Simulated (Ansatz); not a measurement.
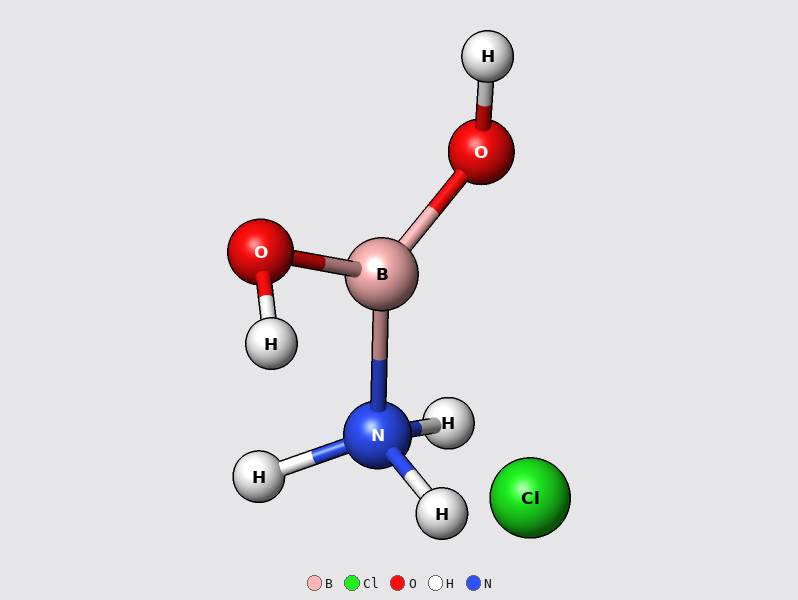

Harmonic vibrations computed with RKS PBE0-D4/def2-SVP (Ansatz 0.2.0) at a stationary point of the same level.

Minimum or transition state?

A first-order saddle point: one imaginary frequency, 255i cm⁻¹.

List the wavenumbers.

24 modes: 255i, 170, 271, 285, 370, 395, 463, 494, 593, 699, 880, 923, 1002, 1034, 1198, 1291, 1511, 1529, 1557, 2222, 3536, 3641, 3753, 3906 cm⁻¹.
